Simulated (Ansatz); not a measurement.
## BSiNH7ClO2: molecular dynamics (part 2 of 4)

BSiNH7ClO2; RKS PBE/def2-SVP (Ansatz 0.2.0). It belongs to a series of runs on one base structure; here: dynamics from the highest image of the converged band.

Geometry of the input (Å):
```
B  -0.1407  -0.0215  0.4429
N  0.2479  0.0854  1.9319
H  -0.3359  -0.4547  2.5783
H  1.2389  -0.1171  2.1084
O  0.9361  -0.2900  -0.3907
H  0.6593  -0.4094  -1.3146
Cl -1.7433  -0.9128  0.1089
O  -0.5293  1.6337  0.4551
Si -1.9724  2.4070  -0.0354
H  -2.2143  2.0632  -1.4732
H  -3.1423  2.0152  0.8200
H  -1.7355  3.8832  0.1108
H  -0.1806  1.3799  1.5088
```

What the program printed, continued:
```
md step   115: t =    57.50 fs  T =   494.8 K  F+E_penalty+E_count = -26751.30801035 eV  E_kin = 0.703548 eV  conserved = -26750.60446285 eV  (31 SCF iters)
md step   116: t =    58.00 fs  T =   525.3 K  F+E_penalty+E_count = -26751.35143947 eV  E_kin = 0.746890 eV  conserved = -26750.60454979 eV  (31 SCF iters)
md step   117: t =    58.50 fs  T =   557.3 K  F+E_penalty+E_count = -26751.39716778 eV  E_kin = 0.792396 eV  conserved = -26750.60477186 eV  (30 SCF iters)
md step   118: t =    59.00 fs  T =   588.3 K  F+E_penalty+E_count = -26751.44167666 eV  E_kin = 0.836525 eV  conserved = -26750.60515215 eV  (29 SCF iters)
md step   119: t =    59.50 fs  T =   614.2 K  F+E_penalty+E_count = -26751.47898578 eV  E_kin = 0.873318 eV  conserved = -26750.60566792 eV  (29 SCF iters)
md step   120: t =    60.00 fs  T =   629.4 K  F+E_penalty+E_count = -26751.50113557 eV  E_kin = 0.894924 eV  conserved = -26750.60621169 eV  (29 SCF iters)
md step   121: t =    60.50 fs  T =   628.3 K  F+E_penalty+E_count = -26751.49998551 eV  E_kin = 0.893411 eV  conserved = -26750.60657469 eV  (29 SCF iters)
md step   122: t =    61.00 fs  T =   607.6 K  F+E_penalty+E_count = -26751.47047161 eV  E_kin = 0.863969 eV  conserved = -26750.60650289 eV  (29 SCF iters)
md step   123: t =    61.50 fs  T =   568.6 K  F+E_penalty+E_count = -26751.41434650 eV  E_kin = 0.808485 eV  conserved = -26750.60586194 eV  (29 SCF iters)
md step   124: t =    62.00 fs  T =   518.4 K  F+E_penalty+E_count = -26751.34186716 eV  E_kin = 0.737022 eV  conserved = -26750.60484547 eV  (29 SCF iters)
md step   125: t =    62.50 fs  T =   467.5 K  F+E_penalty+E_count = -26751.26862405 eV  E_kin = 0.664666 eV  conserved = -26750.60395834 eV  (29 SCF iters)
md step   126: t =    63.00 fs  T =   425.1 K  F+E_penalty+E_count = -26751.20804120 eV  E_kin = 0.604405 eV  conserved = -26750.60363609 eV  (29 SCF iters)
md step   127: t =    63.50 fs  T =   394.7 K  F+E_penalty+E_count = -26751.16506328 eV  E_kin = 0.561215 eV  conserved = -26750.60384832 eV  (29 SCF iters)
md step   128: t =    64.00 fs  T =   374.4 K  F+E_penalty+E_count = -26751.13652957 eV  E_kin = 0.532345 eV  conserved = -26750.60418460 eV  (29 SCF iters)
md step   129: t =    64.50 fs  T =   360.6 K  F+E_penalty+E_count = -26751.11704974 eV  E_kin = 0.512748 eV  conserved = -26750.60430163 eV  (30 SCF iters)
md step   130: t =    65.00 fs  T =   351.7 K  F+E_penalty+E_count = -26751.10420492 eV  E_kin = 0.500040 eV  conserved = -26750.60416508 eV  (30 SCF iters)
md step   131: t =    65.50 fs  T =   348.5 K  F+E_penalty+E_count = -26751.09940149 eV  E_kin = 0.495464 eV  conserved = -26750.60393744 eV  (29 SCF iters)
md step   132: t =    66.00 fs  T =   353.0 K  F+E_penalty+E_count = -26751.10568174 eV  E_kin = 0.501908 eV  conserved = -26750.60377351 eV  (29 SCF iters)
md step   133: t =    66.50 fs  T =   366.9 K  F+E_penalty+E_count = -26751.12538745 eV  E_kin = 0.521653 eV  conserved = -26750.60373495 eV  (31 SCF iters)
md step   134: t =    67.00 fs  T =   390.5 K  F+E_penalty+E_count = -26751.15907759 eV  E_kin = 0.555260 eV  conserved = -26750.60381716 eV  (30 SCF iters)
md step   135: t =    67.50 fs  T =   423.0 K  F+E_penalty+E_count = -26751.20544895 eV  E_kin = 0.601446 eV  conserved = -26750.60400287 eV  (31 SCF iters)
md step   136: t =    68.00 fs  T =   462.2 K  F+E_penalty+E_count = -26751.26152152 eV  E_kin = 0.657231 eV  conserved = -26750.60429006 eV  (31 SCF iters)
md step   137: t =    68.50 fs  T =   505.0 K  F+E_penalty+E_count = -26751.32268338 eV  E_kin = 0.718000 eV  conserved = -26750.60468296 eV  (30 SCF iters)
md step   138: t =    69.00 fs  T =   546.9 K  F+E_penalty+E_count = -26751.38271166 eV  E_kin = 0.777550 eV  conserved = -26750.60516130 eV  (29 SCF iters)
md step   139: t =    69.50 fs  T =   582.8 K  F+E_penalty+E_count = -26751.43423572 eV  E_kin = 0.828599 eV  conserved = -26750.60563684 eV  (29 SCF iters)
md step   140: t =    70.00 fs  T =   607.8 K  F+E_penalty+E_count = -26751.47021194 eV  E_kin = 0.864272 eV  conserved = -26750.60593979 eV  (29 SCF iters)
md step   141: t =    70.50 fs  T =   619.4 K  F+E_penalty+E_count = -26751.48656054 eV  E_kin = 0.880689 eV  conserved = -26750.60587155 eV  (30 SCF iters)
md step   142: t =    71.00 fs  T =   618.7 K  F+E_penalty+E_count = -26751.48502517 eV  E_kin = 0.879664 eV  conserved = -26750.60536107 eV  (29 SCF iters)
md step   143: t =    71.50 fs  T =   611.3 K  F+E_penalty+E_count = -26751.47387901 eV  E_kin = 0.869236 eV  conserved = -26750.60464270 eV  (30 SCF iters)
md step   144: t =    72.00 fs  T =   604.8 K  F+E_penalty+E_count = -26751.46413093 eV  E_kin = 0.859933 eV  conserved = -26750.60419762 eV  (30 SCF iters)
md step   145: t =    72.50 fs  T =   603.5 K  F+E_penalty+E_count = -26751.46238249 eV  E_kin = 0.858023 eV  conserved = -26750.60435967 eV  (30 SCF iters)
md step   146: t =    73.00 fs  T =   605.6 K  F+E_penalty+E_count = -26751.46606827 eV  E_kin = 0.861111 eV  conserved = -26750.60495771 eV  (30 SCF iters)
md step   147: t =    73.50 fs  T =   605.2 K  F+E_penalty+E_count = -26751.46598430 eV  E_kin = 0.860510 eV  conserved = -26750.60547463 eV  (29 SCF iters)
md step   148: t =    74.00 fs  T =   596.6 K  F+E_penalty+E_count = -26751.45383660 eV  E_kin = 0.848292 eV  conserved = -26750.60554502 eV  (29 SCF iters)
md step   149: t =    74.50 fs  T =   578.5 K  F+E_penalty+E_count = -26751.42781752 eV  E_kin = 0.822610 eV  conserved = -26750.60520720 eV  (30 SCF iters)
md step   150: t =    75.00 fs  T =   554.0 K  F+E_penalty+E_count = -26751.39240503 eV  E_kin = 0.787662 eV  conserved = -26750.60474277 eV  (30 SCF iters)
md step   151: t =    75.50 fs  T =   527.5 K  F+E_penalty+E_count = -26751.35439854 eV  E_kin = 0.750004 eV  conserved = -26750.60439494 eV  (30 SCF iters)
md step   152: t =    76.00 fs  T =   502.9 K  F+E_penalty+E_count = -26751.31923615 eV  E_kin = 0.715003 eV  conserved = -26750.60423334 eV  (30 SCF iters)
md step   153: t =    76.50 fs  T =   482.1 K  F+E_penalty+E_count = -26751.28973432 eV  E_kin = 0.685538 eV  conserved = -26750.60419681 eV  (30 SCF iters)
md step   154: t =    77.00 fs  T =   466.0 K  F+E_penalty+E_count = -26751.26679943 eV  E_kin = 0.662600 eV  conserved = -26750.60419991 eV  (30 SCF iters)
md step   155: t =    77.50 fs  T =   454.6 K  F+E_penalty+E_count = -26751.25060571 eV  E_kin = 0.646400 eV  conserved = -26750.60420540 eV  (31 SCF iters)
md step   156: t =    78.00 fs  T =   448.0 K  F+E_penalty+E_count = -26751.24117636 eV  E_kin = 0.636952 eV  conserved = -26750.60422395 eV  (31 SCF iters)
md step   157: t =    78.50 fs  T =   445.9 K  F+E_penalty+E_count = -26751.23825876 eV  E_kin = 0.633973 eV  conserved = -26750.60428538 eV  (32 SCF iters)
md step   158: t =    79.00 fs  T =   447.7 K  F+E_penalty+E_count = -26751.24094470 eV  E_kin = 0.636549 eV  conserved = -26750.60439540 eV  (30 SCF iters)
md step   159: t =    79.50 fs  T =   452.3 K  F+E_penalty+E_count = -26751.24762882 eV  E_kin = 0.643114 eV  conserved = -26750.60451467 eV  (31 SCF iters)
md step   160: t =    80.00 fs  T =   458.6 K  F+E_penalty+E_count = -26751.25662027 eV  E_kin = 0.652050 eV  conserved = -26750.60457065 eV  (31 SCF iters)
md step   161: t =    80.50 fs  T =   466.1 K  F+E_penalty+E_count = -26751.26720366 eV  E_kin = 0.662692 eV  conserved = -26750.60451214 eV  (31 SCF iters)
md step   162: t =    81.00 fs  T =   475.4 K  F+E_penalty+E_count = -26751.28032597 eV  E_kin = 0.675946 eV  conserved = -26750.60438003 eV  (31 SCF iters)
md step   163: t =    81.50 fs  T =   487.8 K  F+E_penalty+E_count = -26751.29791485 eV  E_kin = 0.693596 eV  conserved = -26750.60431840 eV  (31 SCF iters)
md step   164: t =    82.00 fs  T =   503.8 K  F+E_penalty+E_count = -26751.32076244 eV  E_kin = 0.716298 eV  conserved = -26750.60446439 eV  (31 SCF iters)
md step   165: t =    82.50 fs  T =   521.7 K  F+E_penalty+E_count = -26751.34659630 eV  E_kin = 0.741803 eV  conserved = -26750.60479311 eV  (31 SCF iters)
md step   166: t =    83.00 fs  T =   538.3 K  F+E_penalty+E_count = -26751.37047185 eV  E_kin = 0.765364 eV  conserved = -26750.60510804 eV  (31 SCF iters)
md step   167: t =    83.50 fs  T =   550.3 K  F+E_penalty+E_count = -26751.38760943 eV  E_kin = 0.782400 eV  conserved = -26750.60520987 eV  (31 SCF iters)
md step   168: t =    84.00 fs  T =   556.5 K  F+E_penalty+E_count = -26751.39627789 eV  E_kin = 0.791208 eV  conserved = -26750.60506950 eV  (31 SCF iters)
md step   169: t =    84.50 fs  T =   558.1 K  F+E_penalty+E_count = -26751.39830068 eV  E_kin = 0.793478 eV  conserved = -26750.60482241 eV  (32 SCF iters)
md step   170: t =    85.00 fs  T =   557.4 K  F+E_penalty+E_count = -26751.39719730 eV  E_kin = 0.792577 eV  conserved = -26750.60462032 eV  (32 SCF iters)
md step   171: t =    85.50 fs  T =   556.6 K  F+E_penalty+E_count = -26751.39596448 eV  E_kin = 0.791445 eV  conserved = -26750.60451996 eV  (32 SCF iters)
md step   172: t =    86.00 fs  T =   556.8 K  F+E_penalty+E_count = -26751.39618733 eV  E_kin = 0.791708 eV  conserved = -26750.60447911 eV  (32 SCF iters)
md step   173: t =    86.50 fs  T =   558.5 K  F+E_penalty+E_count = -26751.39858157 eV  E_kin = 0.794150 eV  conserved = -26750.60443202 eV  (32 SCF iters)
md step   174: t =    87.00 fs  T =   562.3 K  F+E_penalty+E_count = -26751.40391748 eV  E_kin = 0.799560 eV  conserved = -26750.60435701 eV  (32 SCF iters)
md step   175: t =    87.50 fs  T =   569.0 K  F+E_penalty+E_count = -26751.41334990 eV  E_kin = 0.809063 eV  conserved = -26750.60428703 eV  (32 SCF iters)
md step   176: t =    88.00 fs  T =   579.3 K  F+E_penalty+E_count = -26751.42794078 eV  E_kin = 0.823661 eV  conserved = -26750.60428013 eV  (30 SCF iters)
md step   177: t =    88.50 fs  T =   593.2 K  F+E_penalty+E_count = -26751.44779102 eV  E_kin = 0.843413 eV  conserved = -26750.60437796 eV  (30 SCF iters)
md step   178: t =    89.00 fs  T =   609.7 K  F+E_penalty+E_count = -26751.47141105 eV  E_kin = 0.866839 eV  conserved = -26750.60457218 eV  (30 SCF iters)
md step   179: t =    89.50 fs  T =   626.7 K  F+E_penalty+E_count = -26751.49583388 eV  E_kin = 0.891039 eV  conserved = -26750.60479507 eV  (30 SCF iters)
md step   180: t =    90.00 fs  T =   641.9 K  F+E_penalty+E_count = -26751.51760796 eV  E_kin = 0.912663 eV  conserved = -26750.60494482 eV  (30 SCF iters)
md step   181: t =    90.50 fs  T =   653.6 K  F+E_penalty+E_count = -26751.53425449 eV  E_kin = 0.929297 eV  conserved = -26750.60495747 eV  (30 SCF iters)
md step   182: t =    91.00 fs  T =   661.3 K  F+E_penalty+E_count = -26751.54516073 eV  E_kin = 0.940279 eV  conserved = -26750.60488193 eV  (30 SCF iters)
md step   183: t =    91.50 fs  T =   665.3 K  F+E_penalty+E_count = -26751.55086881 eV  E_kin = 0.945992 eV  conserved = -26750.60487689 eV  (30 SCF iters)
md step   184: t =    92.00 fs  T =   665.2 K  F+E_penalty+E_count = -26751.55091576 eV  E_kin = 0.945846 eV  conserved = -26750.60506938 eV  (30 SCF iters)
md step   185: t =    92.50 fs  T =   658.9 K  F+E_penalty+E_count = -26751.54222467 eV  E_kin = 0.936840 eV  conserved = -26750.60538504 eV  (30 SCF iters)
md step   186: t =    93.00 fs  T =   643.3 K  F+E_penalty+E_count = -26751.52029665 eV  E_kin = 0.914731 eV  conserved = -26750.60556605 eV  (29 SCF iters)
md step   187: t =    93.50 fs  T =   617.2 K  F+E_penalty+E_count = -26751.48291282 eV  E_kin = 0.877527 eV  conserved = -26750.60538559 eV  (29 SCF iters)
md step   188: t =    94.00 fs  T =   582.6 K  F+E_penalty+E_count = -26751.43327611 eV  E_kin = 0.828417 eV  conserved = -26750.60485946 eV  (29 SCF iters)
md step   189: t =    94.50 fs  T =   545.4 K  F+E_penalty+E_count = -26751.37968253 eV  E_kin = 0.775444 eV  conserved = -26750.60423843 eV  (29 SCF iters)
md step   190: t =    95.00 fs  T =   512.0 K  F+E_penalty+E_count = -26751.33183307 eV  E_kin = 0.728024 eV  conserved = -26750.60380889 eV  (30 SCF iters)
md step   191: t =    95.50 fs  T =   487.3 K  F+E_penalty+E_count = -26751.29658070 eV  E_kin = 0.692879 eV  conserved = -26750.60370124 eV  (30 SCF iters)
md step   192: t =    96.00 fs  T =   472.7 K  F+E_penalty+E_count = -26751.27591014 eV  E_kin = 0.672060 eV  conserved = -26750.60384972 eV  (31 SCF iters)
md step   193: t =    96.50 fs  T =   466.8 K  F+E_penalty+E_count = -26751.26780166 eV  E_kin = 0.663705 eV  conserved = -26750.60409704 eV  (30 SCF iters)
md step   194: t =    97.00 fs  T =   467.2 K  F+E_penalty+E_count = -26751.26854191 eV  E_kin = 0.664224 eV  conserved = -26750.60431801 eV  (31 SCF iters)
md step   195: t =    97.50 fs  T =   471.4 K  F+E_penalty+E_count = -26751.27467066 eV  E_kin = 0.670202 eV  conserved = -26750.60446864 eV  (31 SCF iters)
md step   196: t =    98.00 fs  T =   477.7 K  F+E_penalty+E_count = -26751.28377998 eV  E_kin = 0.679223 eV  conserved = -26750.60455740 eV  (31 SCF iters)
md step   197: t =    98.50 fs  T =   485.2 K  F+E_penalty+E_count = -26751.29451715 eV  E_kin = 0.689926 eV  conserved = -26750.60459129 eV  (31 SCF iters)
md step   198: t =    99.00 fs  T =   493.7 K  F+E_penalty+E_count = -26751.30653649 eV  E_kin = 0.701987 eV  conserved = -26750.60454992 eV  (30 SCF iters)
md step   199: t =    99.50 fs  T =   503.8 K  F+E_penalty+E_count = -26751.32077352 eV  E_kin = 0.716366 eV  conserved = -26750.60440729 eV  (31 SCF iters)
these checks for a lower state are left out or cut short: starts, cluster_reference, orbital_swaps, neighbouring_geometries, increment
1409 factors; their error is unknown
mean field -26751.33969806 eV, -983.0936011945 hartree, gradient 1.1e-5 eV, S^2 0.000000; 0 other end points of the search recorded, 0 dependent functions left out
the calculation of the forces begins
reference -26751.33973683 eV, -983.0936026192 hartree; 33, 33 occupied and 94, 94 virtual orbitals, 1409 factors
1409 factors; their error is unknown
mean field evaluation 1632: about -26682.2044 eV, gradient 1.8e2 eV
mean field -26751.33969806 eV, -983.0936011945 hartree, gradient 1.2e-5 eV, S^2 0.000000; 1 other end points of the search recorded, 0 dependent functions left out
the calculation of the forces begins
reference -26751.33973683 eV, -983.0936026192 hartree; 33, 33 occupied and 94, 94 virtual orbitals, 1409 factors
md step   200: t =   100.00 fs  T =   517.3 K  F+E_penalty+E_count = -26751.33969806 eV  E_kin = 0.735503 eV  conserved = -26750.60419492 eV  (31 SCF iters)
```

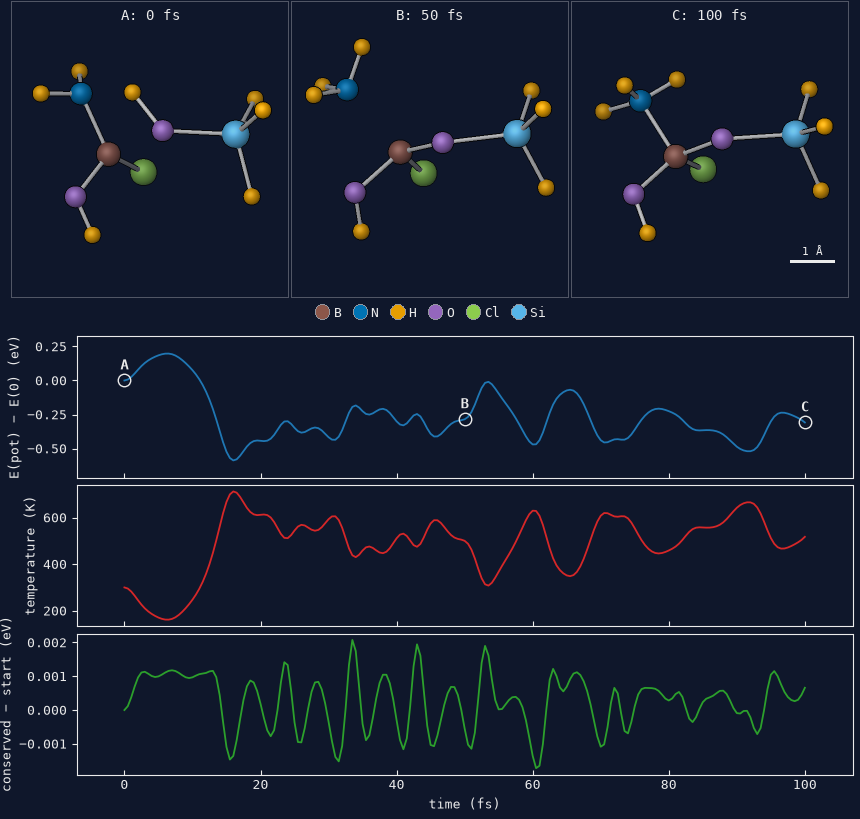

Figure 1. Frames of the molecular dynamics (ball-and-stick, seen at a tilt) above the curves, on which the letters mark them. The trajectory kept here has 201 frames over 100 fs. The temperature starts at 300 K, ranges from 162 to 712 K and averages 509 K over the second half. The potential energy ends 0.308 eV below its first value. The conserved quantity stays within 0.0038 eV. After an unweighted best fit of the last frame on the first, the root-mean-square displacement is 0.58 Å, and H13 has moved furthest (1.27 Å).

```
Total energy: -26751.33973683 eV, -983.0936026192 hartree
Atom 0 at    -0.146136     0.215986     0.339772 Å, force    -0.062123    -0.207472    -0.910272 eV/Å
Atom 1 at     0.096317    -0.148542     1.861197 Å, force     4.180883     0.728011     0.036042 eV/Å
Atom 2 at     0.428819    -1.155069     1.983106 Å, force    -1.443508     1.303650     0.188625 eV/Å
Atom 3 at     0.927794     0.471881     2.107006 Å, force    -0.921343    -0.615468     0.130932 eV/Å
Atom 4 at     1.018634    -0.219228    -0.320618 Å, force     0.092475    -0.240075    -0.283396 eV/Å
Atom 5 at     0.964333    -0.195957    -1.291026 Å, force    -0.112048     0.142053     0.105296 eV/Å
Atom 6 at    -1.714258    -0.871418     0.244857 Å, force    -0.905059    -0.533774    -0.984951 eV/Å
Atom 7 at    -0.496607     1.598166     0.255392 Å, force    -0.808577     0.787063    -0.070491 eV/Å
Atom 8 at    -1.996018     2.396690    -0.056259 Å, force     1.035448    -0.861194    -0.721123 eV/Å
Atom 9 at    -2.632293     1.923035    -1.342721 Å, force     0.042867    -0.077265     0.107290 eV/Å
Atom 10 at    -2.974420     2.132951     1.038877 Å, force    -0.079759     0.231695     0.288788 eV/Å
Atom 11 at    -1.700877     3.850421    -0.346573 Å, force     0.042940    -0.098634     0.449254 eV/Å
Atom 12 at    -0.751708     0.310365     2.138575 Å, force    -1.062194    -0.558591     1.664006 eV/Å
Dipole moment:     0.419553    -0.027249     0.677221 e Å
```

Trajectory as extended XYZ (Å, eV, eV/Å), 36 of the 201 frames kept, from step=0 to step=200:
```
13
Properties=species:S:1:pos:R:3:forces:R:3 step=0 time_fs=0.0 energy=-26751.03141 temperature=300.0
B    -0.1407   -0.0215    0.4429   -0.0018  -0.0126   0.0029
N     0.2479    0.0854    1.9319    0.0013  -0.0036  -0.0015
H    -0.3359   -0.4547    2.5783   -0.0021   0.0011  -0.0009
H     1.2389   -0.1171    2.1084   -0.0007   0.0010   0.0006
O     0.9361   -0.2900   -0.3907    0.0005   0.0010   0.0007
H     0.6593   -0.4094   -1.3146    0.0004   0.0002  -0.0004
Cl   -1.7433   -0.9128    0.1089    0.0043   0.0043   0.0000
O    -0.5293    1.6337    0.4551    0.0047   0.0089  -0.0032
Si   -1.9724    2.4070   -0.0354    0.0050   0.0042   0.0174
H    -2.2143    2.0632   -1.4732   -0.0011   0.0002   0.0042
H    -3.1423    2.0152    0.8200   -0.0038  -0.0087  -0.0009
H    -1.7355    3.8832    0.1108    0.0036   0.0013  -0.0099
H    -0.1806    1.3799    1.5088   -0.0101   0.0026  -0.0091
13
Properties=species:S:1:pos:R:3:forces:R:3 step=6 time_fs=3.0 energy=-26750.90260 temperature=210.2
B    -0.1397   -0.0162    0.4380   -0.6204   0.4336   0.5003
N     0.2606    0.1006    1.9467   -0.8275   0.5072  -1.2274
H    -0.3234   -0.5062    2.5169    0.0462  -0.1390   0.4866
H     1.2483   -0.0981    2.0021    0.7350  -0.2525   0.4920
O     0.9289   -0.2931   -0.3773    0.2539  -0.0870  -0.3280
H     0.6082   -0.4094   -1.2861    0.1571  -0.0577  -0.2037
Cl   -1.7473   -0.9173    0.1012    0.1514   0.0543   0.0731
O    -0.5360    1.6411    0.4540    0.4379  -0.4273   0.1127
Si   -1.9638    2.4025   -0.0373    0.1161  -0.1807   0.1164
H    -2.2722    2.0617   -1.4357    0.0198  -0.0793  -0.4987
H    -3.1009    2.0768    0.8138   -0.6895  -0.4012   0.4992
H    -1.7864    3.8378    0.1651    0.2790   0.8270  -0.1053
H    -0.1516    1.3476    1.5408   -0.0591  -0.1974   0.0828
13
Properties=species:S:1:pos:R:3:forces:R:3 step=11 time_fs=5.5 energy=-26750.83877 temperature=165.3
B    -0.1424   -0.0094    0.4366   -0.9644   0.6972   0.5506
N     0.2680    0.1152    1.9539    0.1683  -0.2495  -1.1092
H    -0.3085   -0.5550    2.4934    0.4912   0.4038   0.2125
H     1.2932   -0.0958    1.9435   -0.7493   0.0660   0.5866
O     0.9238   -0.2960   -0.3675    0.2576  -0.1803  -0.8120
H     0.5758   -0.4127   -1.2735    0.3593  -0.0476   0.0138
Cl   -1.7503   -0.9211    0.0948    0.2435   0.0881   0.1395
O    -0.5399    1.6456    0.4535    0.6357  -0.7170   0.0372
Si   -1.9564    2.3984   -0.0385   -0.4325   0.1443   0.3094
H    -2.3189    2.0561   -1.4329    0.1124  -0.0209  -0.3678
H    -3.1056    2.1046    0.8367   -0.4587  -0.4292   0.3186
H    -1.8123    3.8470    0.2034    0.3339   0.5703  -0.2535
H    -0.1307    1.3086    1.5734    0.0029  -0.3254   0.3743
```
